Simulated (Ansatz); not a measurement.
# doublet GaH2F+ at 6 levels

We compute a comparison of 6 runs (UHF/STO-3G, U-revPBE/STO-3G, UB2PLYP/STO-3G, UBLYP/STO-3G, UBCCD(T)/STO-3G, UCCSDT(Q)/STO-3G) of doublet GaH2F+. 

The calculation is run with Ansatz 0.2.0.

84 further runs of the same task are left out: 38 that didn't finish, 46 set aside as unsound or not needed.

### Step 1. The system as given

GaH2F+: 4 atoms, total charge +1, spin state doublet. As SMILES of the parent species, `[H][Ga]([H])[F]`. Geometry: a GFN2-xTB relaxation, a rough one for these elements and not checked as a minimum. That shape belongs to the parent species and isn't relaxed for this state.

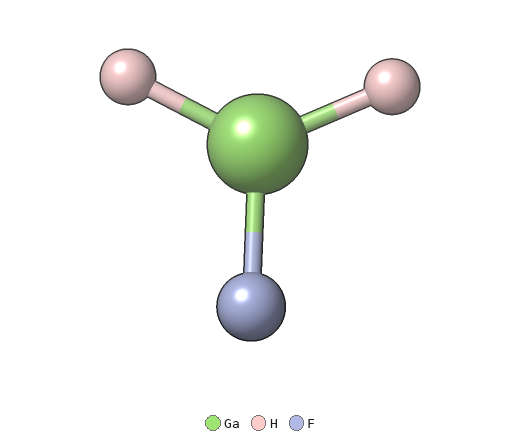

The structure, seen from a chosen angle (gallium green, hydrogen pink, fluorine light blue).

### Step 2. A single-point energy at UHF/STO-3G (run 1)

Input file input.yaml:

```yaml
basis:
  gaussian:
    orbitals: STO-3G
crystal:
  periodic: [false, false, false]
  atoms:
    - symbol: Ga
      position_ang: [0.051230, 0.085260, 0.000790]
    - symbol: H
      position_ang: [1.586900, -0.059960, 0.013870]
    - symbol: H
      position_ang: [-0.797470, 1.373580, -0.018980]
    - symbol: F
      position_ang: [-0.840670, -1.398880, 0.004310]
total_charge: 1
magnetization:
  spin_polarized: true
  initial_magnetization: 1
hamiltonian:
  xc: hf
accuracy: high
```

Launch:

```sh
$ ansatz run input.yaml --threads 1 --pin off --max-ram 2610MiB --events-out events.jsonl --progress --plain --runs-dir runs
```

The program printed:

```text
Warning: RAYON_NUM_THREADS=1 ignored (pool sized by the plan → 1); use --threads N
Functional definition: HF
  name "HF"
  exchange = exact_x
  correlation = 0
360 factors; integrals over basis functions are off by at most 7.2e-9 eV
mean field evaluation 1: about -54412.7078 eV, gradient 2.7e1 eV
mean field evaluation 2: about -54412.7439 eV, gradient 2.7e1 eV
mean field evaluation 4: about -54420.0076 eV, gradient 5.0e0 eV
mean field evaluation 8: about -54420.5937 eV, gradient 2.1e-2 eV
mean field evaluation 16: about -54420.5865 eV, gradient 1.5e-6 eV
mean field evaluation 32: about -54420.5740 eV, gradient 3.7e-1 eV
mean field evaluation 64: about -54420.4595 eV, gradient 1.0e0 eV
mean field evaluation 96: about -54420.3270 eV, gradient 2.0e-1 eV
mean field evaluation 128: about -54420.5688 eV, gradient 1.5e-1 eV
mean field evaluation 160: about -54420.5865 eV, gradient 2.8e-4 eV
mean field -54420.58649302 eV, -1999.9196660202 hartree, gradient 2.1e-8 eV, S^2 0.750574; 3 other end points of the search recorded, 0 dependent functions left out
reference -54420.58649302 eV, -1999.9196660202 hartree; 21, 20 occupied and 4, 5 virtual orbitals, 360 factors
Total energy: -54420.58649302 eV, -1999.9196660202 hartree
```

Run time: 0.8 s. Hardware: 1 thread of Arm Neoverse V1, shared host.

### Step 3. The energy at U-revPBE/STO-3G (run 2)

Input file in.yaml:

```yaml
crystal:
  periodic: [false, false, false]
  atoms:
    - symbol: Ga
      position_ang: [0.051230, 0.085260, 0.000790]
    - symbol: H
      position_ang: [1.586900, -0.059960, 0.013870]
    - symbol: H
      position_ang: [-0.797470, 1.373580, -0.018980]
    - symbol: F
      position_ang: [-0.840670, -1.398880, 0.004310]
basis:
  gaussian: {orbitals: STO-3G}
total_charge: 1
magnetization: {spin_polarized: true, initial_magnetization: 1}
hamiltonian: {xc: {name: revPBE}}
accuracy: high
```

Launch:

```sh
$ ansatz run in.yaml --threads 1 --pin off --max-ram 2610MiB --events-out events.jsonl --progress --plain --runs-dir runs
```

The program printed:

```text
Warning: RAYON_NUM_THREADS=1 ignored (pool sized by the plan → 1); use --threads N
Functional definition: revPBE
  name "revPBE"
  parameter kappa = 1.245
  parameter beta = 0.06672455060314922
  exchange = pbe_x(kappa = kappa, mu = beta*pi^2/3)
  correlation = pbe_c(beta = beta)
360 factors; integrals over basis functions are off by at most 7.2e-9 eV
mean field evaluation 1: about -53705.7854 eV, gradient 2.5e2 eV
mean field evaluation 2: about -54180.8578 eV, gradient 6.8e1 eV
mean field evaluation 4: about -54136.7477 eV, gradient 1.8e2 eV
mean field evaluation 8: about -54228.2542 eV, gradient 1.2e2 eV
mean field evaluation 16: about -54461.0239 eV, gradient 1.4e-1 eV
mean field evaluation 32: about -54460.9509 eV, gradient 2.3e0 eV
mean field evaluation 64: about -54460.7912 eV, gradient 9.4e-1 eV
mean field -54461.02414783 eV, -2001.4057224249 hartree, gradient 1.8e-8 eV, S^2 0.750979; 8 other end points of the search recorded, 0 dependent functions left out
reference -54461.02415002 eV, -2001.4057225052 hartree; 21, 20 occupied and 4, 5 virtual orbitals, 360 factors
Total energy: -54461.02415002 eV, -2001.4057225052 hartree
```

Wall time 4.8 s (1 thread of Arm Neoverse V1, shared host); peak memory 0.12 GiB.

Run 3 isn't shown in full; the table further down has it.

### Step 4. The energy at UBLYP/STO-3G (run 4)

Input file input.yaml:

```yaml
crystal:
  periodic: [false, false, false]
  atoms:
    - symbol: Ga
      position_ang: [0.051230, 0.085260, 0.000790]
    - symbol: H
      position_ang: [1.586900, -0.059960, 0.013870]
    - symbol: H
      position_ang: [-0.797470, 1.373580, -0.018980]
    - symbol: F
      position_ang: [-0.840670, -1.398880, 0.004310]
basis:
  gaussian: {orbitals: STO-3G}
total_charge: 1
magnetization: {spin_polarized: true, initial_magnetization: 1}
hamiltonian: {xc: {name: BLYP}}
accuracy: high
```

Launch:

```sh
$ ansatz run input.yaml --threads 1 --pin off --max-ram 2610MiB --events-out events.jsonl --progress --plain --runs-dir runs
```

The program printed:

```text
Warning: RAYON_NUM_THREADS=1 ignored (pool sized by the plan → 1); use --threads N
Functional definition: BLYP
  name "BLYP"
  parameter beta = 0.0042
  parameter a = 0.04918
  parameter b = 0.132
  parameter c = 0.2533
  parameter d = 0.349
  exchange = b88_x(beta = beta)
  correlation = lyp_c(a = a, b = b, c = c, d = d)
360 factors; integrals over basis functions are off by at most 7.2e-9 eV
mean field evaluation 1: about -53702.8377 eV, gradient 2.4e2 eV
mean field evaluation 2: about -54181.6787 eV, gradient 6.8e1 eV
mean field evaluation 4: about -54187.5186 eV, gradient 1.3e2 eV
mean field evaluation 8: about -54243.1638 eV, gradient 2.0e2 eV
mean field evaluation 16: about -54463.2695 eV, gradient 1.9e-3 eV
mean field evaluation 32: about -54462.6708 eV, gradient 6.5e0 eV
mean field evaluation 64: about -54462.5202 eV, gradient 6.9e-2 eV
mean field -54463.26949325 eV, -2001.4882373471 hartree, gradient 3.1e-8 eV, S^2 0.750973; 8 other end points of the search recorded, 0 dependent functions left out
reference -54463.26952670 eV, -2001.4882385761 hartree; 21, 20 occupied and 4, 5 virtual orbitals, 360 factors
Total energy: -54463.26952670 eV, -2001.4882385761 hartree
```

Run time: 4.5 s. Hardware: 1 thread of Arm Neoverse V1, shared host; peak memory 0.12 GiB.

Run 5 isn't shown in full; the table further down has it.

### Step 5. A single-point energy at UCCSDT(Q)/STO-3G (run 6)

Input file molecule.yaml:

```yaml
crystal:
  periodic: [false, false, false]
  atoms:
    - symbol: Ga
      position_ang: [0.051230, 0.085260, 0.000790]
    - symbol: H
      position_ang: [1.586900, -0.059960, 0.013870]
    - symbol: H
      position_ang: [-0.797470, 1.373580, -0.018980]
    - symbol: F
      position_ang: [-0.840670, -1.398880, 0.004310]
basis:
  gaussian:
    orbitals: STO-3G
total_charge: 1
magnetization:
  spin_polarized: true
  initial_magnetization: 1
correlation:
  method: ccsdt_q
  frozen_orbitals: {F: 1, Ga: 9, H: 0}
accuracy: high
scf:
  omitted_lower_state_checks: [cluster_reference, increment]
```

Launch:

```sh
$ ansatz run molecule.yaml --threads 1 --pin off --max-ram 2610MiB --events-out events.jsonl --progress --plain --runs-dir runs
```

The program printed:

```text
Warning: RAYON_NUM_THREADS=1 ignored (pool sized by the plan → 1); use --threads N
[... 15 lines left out ...]
10 core orbitals not correlated: weight in the atoms' cores, before any rotation towards them, 0.999 or more for the frozen orbitals, at most 0.001 for the correlated occupied ones
[... 141 lines left out ...]
Total energy: -54423.36899101 eV, -2000.0219209351 hartree
Checks for a lower state left out: cluster_reference, increment
```

Run time: 7.5 s. Hardware: 1 thread of Arm Neoverse V1, shared host; peak memory 0.15 GiB.

### Step 6. Overview of the runs

```
run             level  frozen core orbitals   energy (Eh)   ⟨S²⟩  wall time
  1        UHF/STO-3G                     –  -1999.919666  0.751      0.8 s
  2   U-revPBE/STO-3G                     –  -2001.405723  0.751      4.8 s
  3    UB2PLYP/STO-3G                    10  -2001.135950  0.751       10 s
  4      UBLYP/STO-3G                     –  -2001.488239  0.751      4.5 s
  5   UBCCD(T)/STO-3G                    10  -2000.018745  0.751      2.6 s
  6  UCCSDT(Q)/STO-3G                    10  -2000.021921  0.751      7.5 s
```

### Step 7. Summary of results

```
                                           quantity           value
                                run 6: total energy  -2000.02192 Eh
run 6: correlation energy (10 core orbitals frozen)      -102.3 mEh
           run 6: ⟨S²⟩ of the reference determinant           0.751
                               run 6: T1 diagnostic           0.031
```

In words: Below the UHF energy at the same shape and in the same basis (STO-3G): UBCCD(T) -99.1 mEh; UCCSDT(Q) -102.3 mEh. Totals of different functionals can't be ranked against each other. In runs 1, 2, 3, 4, 5, 6 the basis is minimal, so the values are rough. All runs together took 30 s, the longest 10 s.
